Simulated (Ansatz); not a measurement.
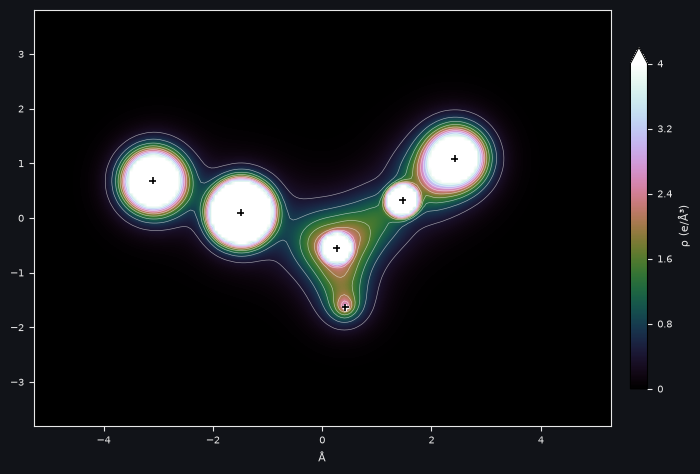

The electron density on a plane through atoms (crosses mark nuclei in the plane).

Theory: isolated molecule in a Gaussian basis; Kohn-Sham density functional theory, functional PBE0 in Ansatz.

Candidates:
A. CH$_{5}$FNSi (doublet)
B. BH$_{2}$InN (charge +1)
C. CHBFOZn (doublet)

Which candidate gave the map?

Answer. Candidate C: CHBFOZn on the molecular plane, which holds C, B, F, O, Zn and H. B–O (1.22 Å): ρ is about 3 e/Å³ halfway. C–B (1.49 Å): the density is about 1.6 e/Å³ at the midpoint.
